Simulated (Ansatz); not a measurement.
F$_{3}$H$_{3}$Si$_{2}$···H$_{2}$

```yaml
atoms:
  - { symbol: Si, position_ang: [-0.9754, -0.7013, -0.7525] }
  - { symbol: Si, position_ang: [0.1195, 1.2825, -0.2164] }
  - { symbol: F, position_ang: [-0.8079, -1.0705, -2.2812] }
  - { symbol: F, position_ang: [-0.4264, -1.9309, 0.0792] }
  - { symbol: F, position_ang: [-2.5283, -0.6114, -0.4663] }
  - { symbol: H, position_ang: [2.0191, -0.7547, 2.1288] }
  - { symbol: H, position_ang: [1.5775, -1.2815, 1.8375] }
  - { symbol: H, position_ang: [-0.0867, 1.5698, 1.2244] }
  - { symbol: H, position_ang: [1.5654, 1.1266, -0.5097] }
  - { symbol: H, position_ang: [-0.4568, 2.3715, -1.0439] }
```

The reactant side of a reaction path; geometry: PBE0-D4/def2-TZVP; a saddle point, not a minimum.

Method: RKS PBE0-D4/def2-TZVPP in Ansatz 0.2.0.

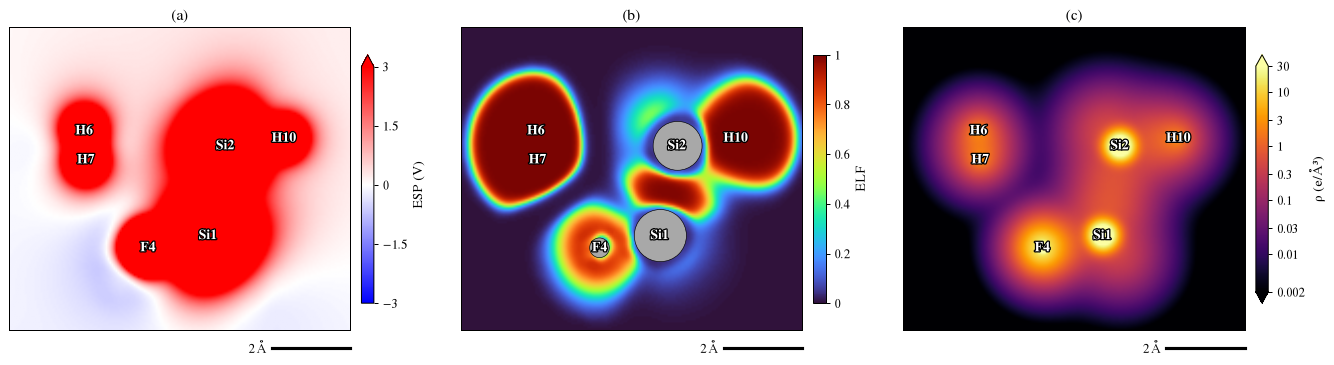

Figure 1. (a) electrostatic potential; (b) ELF; (c) electron density on the plane of atoms Si2, Si1 and F4. Grey discs cover the atomic cores in the ELF map.

**Describe what can be read from this map.**

- The plane passes through Si, F and H nuclei.
- F4···H7 (2.74 Å): the density falls to about 0.03 e/Å³ on the way; the ELF dips to about 0 between them (a weak contact between the two molecules).
- Si–F (1.58 Å): ρ is about 1.2 e/Å³ halfway; the ELF peaks at about 0.85 in the valence shell of F, 0.6 Å from its nucleus, and is about 0.55 at the midpoint.
- Si–Si (2.33 Å): the density is about 0.68 e/Å³ at the midpoint; the ELF peaks at about 1 between the atoms: localised, covalent bonding.
- H–H (0.75 Å): ρ at the midpoint is about 1.8 e/Å³; the ELF is about 1 at the midpoint.
- Si–H (1.48 Å): ρ at the midpoint is about 0.8 e/Å³; the ELF climbs to about 1 towards the hydrogen, as it does in any bond to H.
- The ELF also peaks beside F4, away from the bonds: lone-pair regions.
- Outside the dense part of the complex the potential is most negative (−0.6 V) near F4.

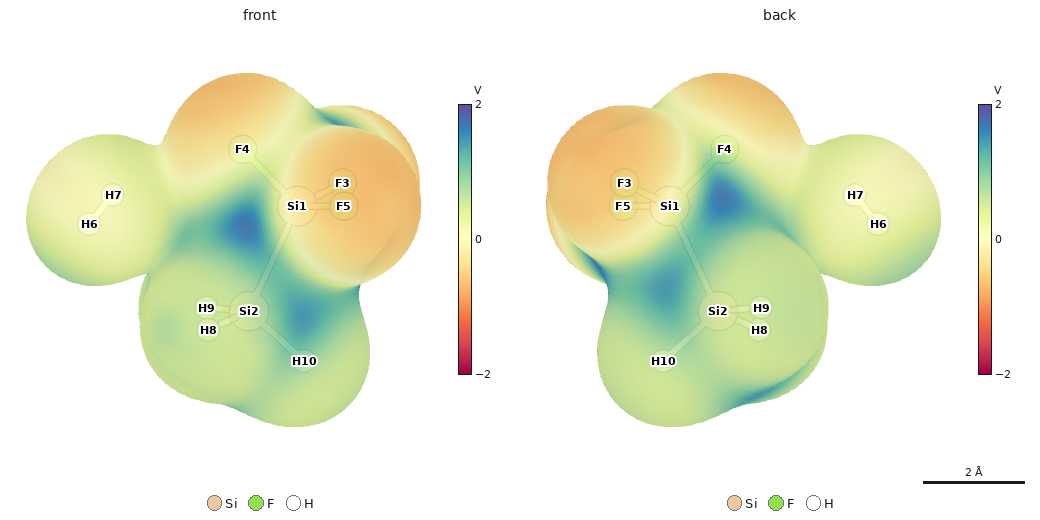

Figure 2. The molecular electrostatic potential painted on the density surface at 0.002 e/bohr³, seen from the front and from behind; the colour scale runs from red (negative) to blue (positive).

**Which sites attract a positive test charge, and which a negative one?**

A positive charge is drawn to the negative regions and a negative charge to the positive ones. The most negative region (about −0.7 V, or −16 kcal/mol for a unit charge) lies over F3, F4 and F5, the most positive (about +1.7 V, or +39 kcal/mol for a unit charge) over Si1.

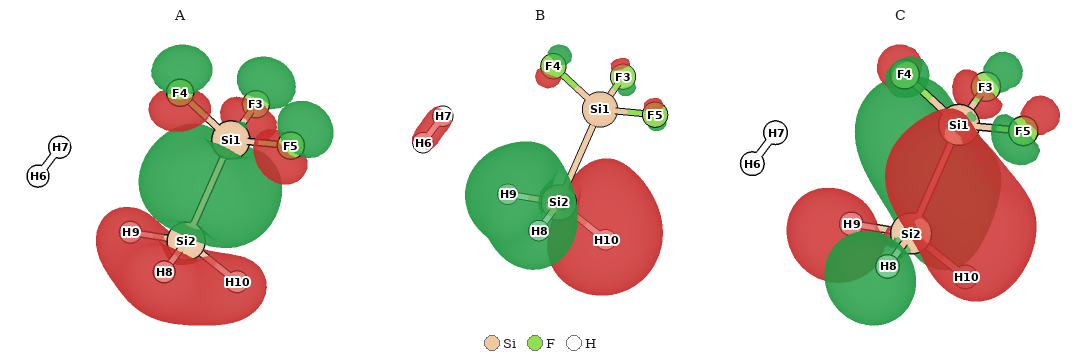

Figure 3. Three frontier orbitals at ±0.08 Å⁻³ᐟ² (green and red are the two phases), in no order.

**Order the three orbitals by energy and name them.**

B is the HOMO−1 (−10.48 eV). By Hirshfeld shares it lies mainly on Si2 (about 45 %), H10 (about 35 %), H8 (about 10 %) and H9 (about 10 %). A is the HOMO (−9.38 eV). By Hirshfeld shares it lies mainly on Si2 (about 35 %), Si1 (about 30 %), F4 (about 5 %), F3 (about 5 %) and F5 (about 5 %). C is the LUMO (−0.30 eV). By Hirshfeld shares it lies mainly on Si2 (about 40 %), Si1 (about 30 %), H8 (about 10 %) and H9 (about 10 %).

**What is the HOMO–LUMO gap?**

9.08 eV between the orbital energies.

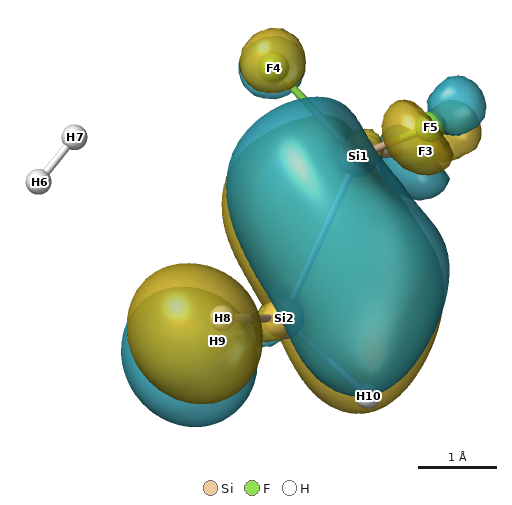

Figure 4. One frontier orbital at ±0.08 Å⁻³ᐟ² (yellow and cyan are the two phases), seen across its widest extent.

**Which orbital is it: HOMO or LUMO?**

The LUMO, at −0.30 eV. By Hirshfeld shares it lies mainly on Si2 (about 40 %), Si1 (about 30 %), H8 (about 10 %) and H9 (about 10 %).
